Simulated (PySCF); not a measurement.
GeBH$_{3}$O$_{2}$: energy and gradient calculation

- system: GeBH$_{3}$O$_{2}$, SMILES [OH][GeH]1[BH][O]1
- method: HF/3-21G, RHF (PySCF 2.14.0)

The geometry comes from this level: PBE0-D4/def2-TZVP.

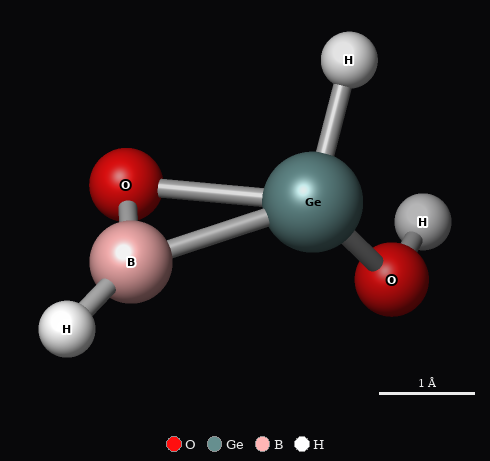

Fig. 1: The structure as given in the input (ball-and-stick view, seen at a tilt). Sticks mark near contacts.

Key numbers:

```tsv
quantity	value
outcome	converged
total energy	−2240.548120 hartree
basis functions	55
largest force	2.210 eV/Å
HOMO	−9.44 eV
LUMO	2.13 eV
dipole moment	2.18 D
hardware	1 thread of Intel Xeon @ 2.50GHz (Skylake/Cascade Lake), 189 GiB of memory available, shared host
wall time	4.8 s
peak memory	0.13 GiB
```

The input (calc.py):
```python
from pyscf import gto, scf

mol = gto.M(
    atom='''
O   -1.032900   0.637400  -1.356400
Ge   0.139800   0.694900  -0.026600
B    1.175000  -1.036700   0.324400
O    0.025200  -1.156100   0.875300
H   -1.920500   0.890000  -1.089800
H   -0.518100   1.520500   1.103400
H    2.192600  -1.618000   0.124000
''',
    basis='3-21g',
    max_memory=1860,
    verbose=4,
    charge=0,
)

calc0 = scf.RHF(mol)
calc0.conv_tol = 1e-10
calc0.kernel()
if not calc0.converged:
    calc0 = calc0.newton().run(calc0.mo_coeff, calc0.mo_occ)

e_tot = calc0.e_tot
print('E = %.10f Eh' % e_tot)
grad = calc0.nuc_grad_method().kernel()
calc0.analyze()
```

Command:
```bash
OMP_NUM_THREADS=1 python calc.py
```

What the program printed:
```
PySCF version 2.14.0

[INPUT] num. atoms = 7
[INPUT] num. electrons = 56
[INPUT] charge = 0
[INPUT] spin (= nelec alpha-beta = 2S) = 0
[INPUT] symmetry False subgroup None
[INPUT] Mole.unit = angstrom
[INPUT] Symbol           X                Y                Z      unit          X                Y                Z       unit  Magmom
[INPUT]  1 O     -1.032900000000   0.637400000000  -1.356400000000 AA   -1.951898114063   1.204511431798  -2.563224515360 Bohr   0.0
[INPUT]  2 Ge     0.139800000000   0.694900000000  -0.026600000000 AA    0.264183712214   1.313170683960  -0.050266714913 Bohr   0.0
[INPUT]  3 B      1.175000000000  -1.036700000000   0.324400000000 AA    2.220428196364  -1.959079073337   0.613027154809 Bohr   0.0
[INPUT]  4 O      0.025200000000  -1.156100000000   0.875300000000 AA    0.047621098339  -2.184712372610   1.654077276832 Bohr   0.0
[INPUT]  5 H     -1.920500000000   0.890000000000  -1.089800000000 AA   -3.629219022227   1.681856250863  -2.059423530551 Bohr   0.0
[INPUT]  6 H     -0.518100000000   1.520500000000   1.103400000000 AA   -0.979067105137   2.873328572401   2.085123805845 Bohr   0.0
[INPUT]  7 H      2.192600000000  -1.618000000000   0.124000000000 AA    4.143413500721  -3.057576869546   0.234326039446 Bohr   0.0

nuclear repulsion = 257.012674486222
number of shells = 31
number of NR pGTOs = 108
number of NR cGTOs = 55
basis = 3-21g
ecp = {}

******** <class 'pyscf.scf.hf.RHF'> ********
method = RHF
initial guess = minao
damping factor = 0
level_shift factor = 0
DIIS = <class 'pyscf.scf.diis.CDIIS'>
diis_start_cycle = 1
diis_space = 8
diis_damp = 0
SCF conv_tol = 1e-10
SCF conv_tol_grad = None
SCF max_cycles = 50
direct_scf = True
direct_scf_tol = 1e-13
Set gradient conv threshold to 1e-05
Initial guess from minao.
init E= -2238.88095231852
  HOMO = -0.268376360902489  LUMO = -0.0213410181926026  gap/eV = 6.72217
cycle= 1 E= -2240.41586720923  delta_E= -1.53  |g|= 0.754  |ddm|=  2.4
  HOMO = -0.303594955951074  LUMO = 0.0694553377966254  gap/eV = 10.15122
cycle= 2 E= -2240.4845475708  delta_E= -0.0687  |g|= 0.59  |ddm|= 1.05
  HOMO = -0.346315559669676  LUMO = 0.0734301829242407  gap/eV = 11.42186
cycle= 3 E= -2240.54647437162  delta_E= -0.0619  |g|= 0.0639  |ddm|= 0.492
  HOMO = -0.344256374125339  LUMO = 0.0773991592836221  gap/eV = 11.47383
cycle= 4 E= -2240.54778924176  delta_E= -0.00131  |g|= 0.0334  |ddm|= 0.095
  HOMO = -0.346284273304539  LUMO = 0.0782855512971312  gap/eV = 11.55313
cycle= 5 E= -2240.54808187489  delta_E= -0.000293  |g|= 0.00571  |ddm|= 0.0384
  HOMO = -0.346763568002499  LUMO = 0.0783031238935377  gap/eV = 11.56665
cycle= 6 E= -2240.54811399538  delta_E= -3.21e-05  |g|= 0.00217  |ddm|= 0.0172
  HOMO = -0.346849842470589  LUMO = 0.078284595001306  gap/eV = 11.56850
cycle= 7 E= -2240.54811876523  delta_E= -4.77e-06  |g|= 0.000775  |ddm|= 0.00609
  HOMO = -0.34692563893363  LUMO = 0.0782772326219092  gap/eV = 11.57036
cycle= 8 E= -2240.54811953469  delta_E= -7.69e-07  |g|= 0.000229  |ddm|= 0.00254
  HOMO = -0.34692029967361  LUMO = 0.0782782909860869  gap/eV = 11.57024
cycle= 9 E= -2240.54811961072  delta_E= -7.6e-08  |g|= 7.69e-05  |ddm|= 0.000793
  HOMO = -0.346928801606205  LUMO = 0.0782742029841792  gap/eV = 11.57036
cycle= 10 E= -2240.54811961852  delta_E= -7.81e-09  |g|= 1.7e-05  |ddm|= 0.000277
  HOMO = -0.346928033372119  LUMO = 0.0782768036486963  gap/eV = 11.57041
cycle= 11 E= -2240.54811961889  delta_E= -3.7e-10  |g|= 5.93e-06  |ddm|= 6.22e-05
  HOMO = -0.346928260970547  LUMO = 0.0782768226265138  gap/eV = 11.57042
cycle= 12 E= -2240.54811961893  delta_E= -4.05e-11  |g|= 2.19e-06  |ddm|= 1.48e-05
  HOMO = -0.346928337704019  LUMO = 0.078276747239292  gap/eV = 11.57042
```

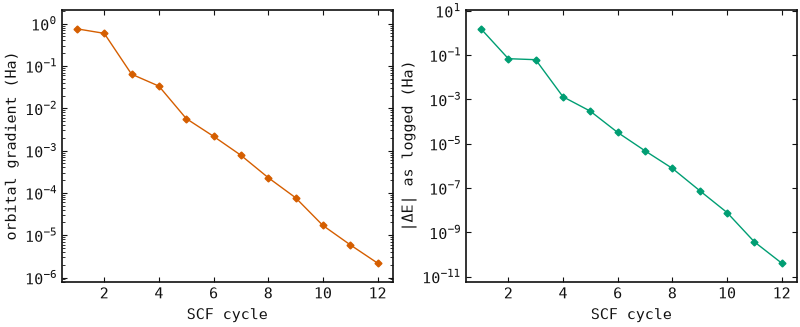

Fig. 2: Convergence of the self-consistent field: orbital gradient and size of the energy change against the SCF cycle. The residual falls at every step.

```
Extra cycle  E= -2240.54811961892  delta_E= 1.05e-11  |g|= 1.38e-06  |ddm|= 4.04e-06
converged SCF energy = -2240.54811961892
E = -2240.5481196189 Eh

******** <class 'pyscf.grad.rhf.Gradients'> for <class 'pyscf.scf.hf.RHF'> ********
unit = Eh/Bohr
--------------- RHF gradients ---------------
         x                y                z
0 O    -0.0183319879    -0.0074162625    -0.0256986198
1 Ge     0.0230588021     0.0066820829     0.0114959456
2 B    -0.0386031154     0.0186435119     0.0030532002
3 O     0.0191900093    -0.0120377735     0.0005612662
4 H     0.0110678928     0.0017506917     0.0079766978
5 H    -0.0034251345    -0.0019539877     0.0031729878
6 H     0.0070435336    -0.0056682627    -0.0005614777
----------------------------------------------
**** SCF Summaries ****
Total Energy =                       -2240.548119618920737
Nuclear Repulsion Energy =             257.012674486222238
One-electron Energy =                -3636.172041125254054
Two-electron Energy =                 1138.611247020110795
Two-electron Coulomb Energy =         1237.476262071414567
DFT Exchange-Correlation Energy =      -98.865015051303772
HOMO-LUMO gap [eV] =                    11.570419704059328
**** MO energy ****
MO #1   energy= -402.745195757099  occ= 2
MO #2   energy= -51.9688786651979  occ= 2
MO #3   energy= -45.9813595129814  occ= 2
MO #4   energy= -45.9799404518549  occ= 2
MO #5   energy= -45.9798152384799  occ= 2
MO #6   energy= -20.4776440007922  occ= 2
MO #7   energy= -20.4479710584718  occ= 2
MO #8   energy= -7.6360891886087   occ= 2
MO #9   energy= -7.18760875436618  occ= 2
MO #10  energy= -5.14342834178261  occ= 2
MO #11  energy= -5.13906280575027  occ= 2
MO #12  energy= -5.13778991038887  occ= 2
MO #13  energy= -1.59745294874776  occ= 2
MO #14  energy= -1.5925258390015   occ= 2
MO #15  energy= -1.58859113651849  occ= 2
MO #16  energy= -1.58679005225445  occ= 2
MO #17  energy= -1.58335210772145  occ= 2
MO #18  energy= -1.35778822846879  occ= 2
MO #19  energy= -1.3113837936006   occ= 2
MO #20  energy= -0.736557877304782 occ= 2
MO #21  energy= -0.671189058681532 occ= 2
MO #22  energy= -0.636740183787137 occ= 2
MO #23  energy= -0.597881805614747 occ= 2
MO #24  energy= -0.553628230883986 occ= 2
MO #25  energy= -0.529227408626675 occ= 2
MO #26  energy= -0.490079347354032 occ= 2
MO #27  energy= -0.4698760571518   occ= 2
MO #28  energy= -0.346928337704019 occ= 2
MO #29  energy= 0.078276747239292  occ= 0
MO #30  energy= 0.119239660884883  occ= 0
MO #31  energy= 0.193531008617755  occ= 0
MO #32  energy= 0.195266467092876  occ= 0
MO #33  energy= 0.27910218172574   occ= 0
MO #34  energy= 0.313283365993726  occ= 0
MO #35  energy= 0.326662754970598  occ= 0
MO #36  energy= 0.383991424473964  occ= 0
MO #37  energy= 0.430584574240115  occ= 0
MO #38  energy= 0.454728256248136  occ= 0
MO #39  energy= 0.536909285891633  occ= 0
MO #40  energy= 0.609319092079866  occ= 0
MO #41  energy= 0.615864753528593  occ= 0
MO #42  energy= 0.670460203786552  occ= 0
MO #43  energy= 0.862858908567004  occ= 0
MO #44  energy= 1.12814937932135   occ= 0
MO #45  energy= 1.28225886509199   occ= 0
MO #46  energy= 1.35013782711427   occ= 0
MO #47  energy= 1.41252032458962   occ= 0
MO #48  energy= 1.81860513787789   occ= 0
MO #49  energy= 1.85710642733386   occ= 0
MO #50  energy= 1.91187771405564   occ= 0
MO #51  energy= 1.94806113529814   occ= 0
MO #52  energy= 2.00940183650771   occ= 0
MO #53  energy= 2.10368474612386   occ= 0
MO #54  energy= 3.07016631938301   occ= 0
MO #55  energy= 3.34683732921563   occ= 0
 ** Mulliken pop on meta-lowdin orthogonal AOs  **
 ** Mulliken pop  **
pop of  0 O 1s            1.99985
pop of  0 O 2s            1.66691
pop of  0 O 3s            0.00281
pop of  0 O 2px           1.37709
pop of  0 O 2py           1.85505
pop of  0 O 2pz           1.75431
pop of  0 O 3px           0.00141
pop of  0 O 3py           0.00276
pop of  0 O 3pz           0.00364
pop of  1 Ge 1s           2.00000
pop of  1 Ge 2s           1.99997
pop of  1 Ge 3s           1.99978
pop of  1 Ge 4s           1.19231
pop of  1 Ge 5s           0.01171
pop of  1 Ge 2px          1.99998
pop of  1 Ge 2py          1.99998
pop of  1 Ge 2pz          1.99998
pop of  1 Ge 3px          1.99990
pop of  1 Ge 3py          1.99984
pop of  1 Ge 3pz          1.99988
pop of  1 Ge 4px          0.93774
pop of  1 Ge 4py          0.49495
pop of  1 Ge 4pz          0.55929
pop of  1 Ge 5px          0.00511
pop of  1 Ge 5py          0.01451
pop of  1 Ge 5pz          0.01424
pop of  1 Ge 3dxy         1.99619
pop of  1 Ge 3dyz         1.99803
pop of  1 Ge 3dz^2        1.99783
pop of  1 Ge 3dxz         1.99502
pop of  1 Ge 3dx2-y2      1.99746
pop of  2 B 1s            1.99956
pop of  2 B 2s            0.84600
pop of  2 B 3s            0.00761
pop of  2 B 2px           0.78077
pop of  2 B 2py           0.68667
pop of  2 B 2pz           0.48846
pop of  2 B 3px           0.02025
pop of  2 B 3py           0.00481
pop of  2 B 3pz           0.00627
pop of  3 O 1s            1.99980
pop of  3 O 2s            1.65031
pop of  3 O 3s            0.00304
pop of  3 O 2px           1.63368
pop of  3 O 2py           1.63028
pop of  3 O 2pz           1.55738
pop of  3 O 3px           0.00041
pop of  3 O 3py           0.00332
pop of  3 O 3pz           0.00129
pop of  4 H 1s            0.69698
pop of  4 H 2s            0.01113
pop of  5 H 1s            1.10970
pop of  5 H 2s            0.00158
pop of  6 H 1s            0.97615
pop of  6 H 2s            0.00704
 ** Mulliken atomic charges  **
charge of    0O =     -0.66383
charge of    1Ge =      0.78629
charge of    2B =      0.15962
charge of    3O =     -0.47950
charge of    4H =      0.29189
charge of    5H =     -0.11128
charge of    6H =      0.01682
Dipole moment(X, Y, Z, Debye):  0.52875,  2.06432,  0.48175
```

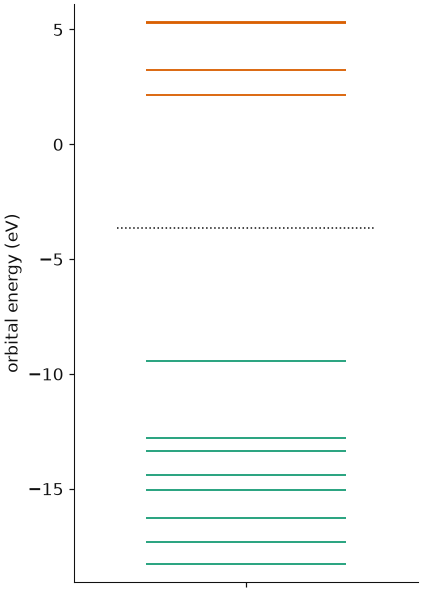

Fig. 3: Orbital energies near the frontier; the dotted line parts filled from empty levels, and levels within 0.02 eV of each other stand side by side. Highest filled −9.44 eV, lowest empty 2.13 eV, 11.57 eV apart.
